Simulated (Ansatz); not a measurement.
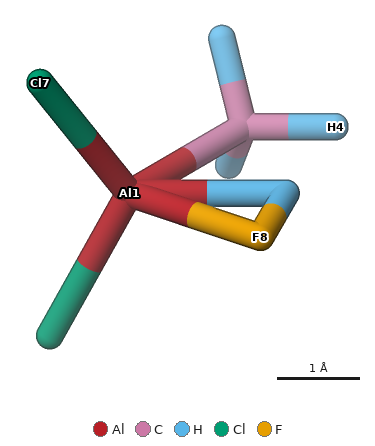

Fig. 1: The input geometry (stick view, seen at a tilt; atoms are numbered from 1 in the order of the input). Sticks mark near contacts. Bond lengths as drawn: Al–C 2.03 Å, Al–Cl 2.11 Å, Al–F 1.95 Å, Al–H 1.92 Å, C–H 1.11 to 1.12 Å and F–H 1.05 Å.

# CH₄AlCl₂F: frequency calculation

The run: frequency calculation of CH₄AlCl₂F. Method and program: RKS PBE-D4/def2-SVP (Ansatz 0.2.0).

It belongs to a series of runs on one base structure; here: vibrations at the highest image of the band. Figures and captions count atoms from 1; the log counts them from 0 in places.

### The input
```yaml
crystal:
  periodic: [false, false, false]
  atoms:
    - { symbol: Al, position_ang: [-0.104788, -0.234149, 0.147133] }
    - { symbol: C, position_ang: [-0.03603, -0.017554, 2.168153] }
    - { symbol: H, position_ang: [-0.981211, 0.503813, 2.425722] }
    - { symbol: H, position_ang: [0.06167, -0.807527, 2.954808] }
    - { symbol: H, position_ang: [0.820098, 0.662785, 2.355866] }
    - { symbol: Cl, position_ang: [1.612802, 0.380656, -0.918308] }
    - { symbol: Cl, position_ang: [-1.99908, 0.00986, -0.756162] }
    - { symbol: F, position_ang: [0.107211, -2.108436, 0.638041] }
    - { symbol: H, position_ang: [0.088925, -1.549148, 1.529948] }
basis:
  gaussian: { orbitals: def2-SVP }
hamiltonian:
  xc: pbe
  dispersion: d4
phonons: {}
```

Run as:
```bash
ansatz run input.yaml --threads 2 --pin off --max-ram 3072MiB --backend cpu --events-out ev --progress --plain --runs-dir out
```

### What the program printed
```
Engine: ansatz 0.2.0, aarch64-unknown-linux-gnu
Functional definition: PBE
  parameter kappa = 0.804
  parameter beta = 0.06672455060314922
  exchange = pbe_x(kappa = kappa, mu = beta*pi^2/3)
  correlation = pbe_c(beta = beta)
1121 factors; their error is unknown
mean field evaluation 1: about -35427.3851 eV, gradient 5.6e1 eV
mean field evaluation 2: about -35418.7220 eV, gradient 7.5e1 eV
mean field evaluation 4: about -35434.7267 eV, gradient 4.7e0 eV
mean field evaluation 8: about -35434.7681 eV, gradient 2.6e-1 eV
mean field evaluation 16: about -35434.7059 eV, gradient 2.8e-4 eV
mean field -35434.70587650 eV, -1302.2014224551 hartree, gradient 7.1e-5 eV, S^2 0.000000; 0 other end points of the search recorded, 0 dependent functions left out
the calculation of the forces begins
reference -35434.70591381 eV, -1302.2014238264 hartree; 33, 33 occupied and 69, 69 virtual orbitals, 1121 factors
these checks for a lower state are left out or cut short: stability, starts, cluster_reference, orbital_swaps, neighbouring_geometries, increment
1121 factors; their error is unknown
mean field -35434.70579629 eV, -1302.2014195075 hartree, gradient 1.2e-6 eV, S^2 0.000000; 0 other end points of the search recorded, 0 dependent functions left out
[... from here on the field's lines of each further geometry are left out, up to the last ...]
the calculation of the forces begins
reference -35434.70588082 eV, -1302.2014226137 hartree; 33, 33 occupied and 69, 69 virtual orbitals, 1121 factors
these checks for a lower state are left out or cut short: stability, starts, cluster_reference, orbital_swaps, neighbouring_geometries, increment
1121 factors; their error is unknown
mean field -35434.70580128 eV, -1302.2014196909 hartree, gradient 2.6e-6 eV, S^2 0.000000; 0 other end points of the search recorded, 0 dependent functions left out
the calculation of the forces begins
reference -35434.70583859 eV, -1302.2014210620 hartree; 33, 33 occupied and 69, 69 virtual orbitals, 1121 factors
WARN: phonons: modes at or below zero, which the zero-point energy, F, S and C_V leave out: 1, the lowest at -344.39 cm⁻¹. A minimum has none, and a first-order saddle one
Total energy: -35434.91851024 eV, -1302.2092366009 hartree
Atom 0 at    -0.104788    -0.234149     0.147133 Å, force    -0.000519    -0.001278    -0.000197 eV/Å
Atom 1 at    -0.036030    -0.017554     2.168153 Å, force    -0.001811     0.000861     0.001574 eV/Å
Atom 2 at    -0.981211     0.503813     2.425722 Å, force    -0.000161    -0.001087    -0.000587 eV/Å
Atom 3 at     0.061670    -0.807527     2.954808 Å, force     0.001069     0.000178     0.000450 eV/Å
Atom 4 at     0.820098     0.662785     2.355866 Å, force     0.000845    -0.000602    -0.000570 eV/Å
Atom 5 at     1.612802     0.380656    -0.918308 Å, force     0.000599    -0.000323    -0.000048 eV/Å
Atom 6 at    -1.999080     0.009860    -0.756162 Å, force    -0.000025     0.000281     0.000016 eV/Å
Atom 7 at     0.107211    -2.108436     0.638041 Å, force     0.000482    -0.003124    -0.007299 eV/Å
Atom 8 at     0.088925    -1.549148     1.529948 Å, force    -0.000480     0.005094     0.006661 eV/Å
Dipole moment:     0.044314    -0.132199     0.701509 e Å
Vibrations: -344.39 78.74 122.23 138.82 168.14 195.59 319.29 462.35 510.56 548.94 598.46 601.07 970.02 979.75 1212.91 1353.17 1384.32 2248.92 2938.10 3025.36 3086.59 cm⁻¹, zero-point energy 1.298321 eV
```

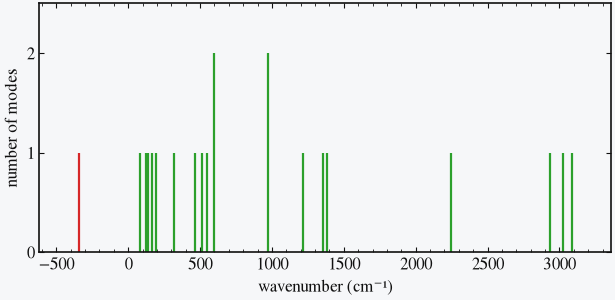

Fig. 2: Harmonic vibrational wavenumbers from the force constants; neighbouring modes closer than 16 cm⁻¹ are counted in one stick, and imaginary ones are drawn at negative wavenumbers. 21 modes from 344i to 3087 cm⁻¹, 1 imaginary beyond 8i (344i cm⁻¹): a first-order saddle point, if the geometry is stationary.

### Results in brief

```json
{"quantity": "outcome", "value": "converged"}
{"quantity": "total energy", "value": "−35434.9185 eV"}
{"quantity": "mean-field energy", "value": "−35434.7059 eV"}
{"quantity": "largest force (length of the vector)", "value": "0.008 eV/Å"}
{"quantity": "hardware", "value": "2 threads of Arm Neoverse V2, 24 GiB of memory available, shared host"}
{"quantity": "wall time", "value": "55 s (CPU time 1.8 min)"}
{"quantity": "peak memory", "value": "0.14 GiB"}
```
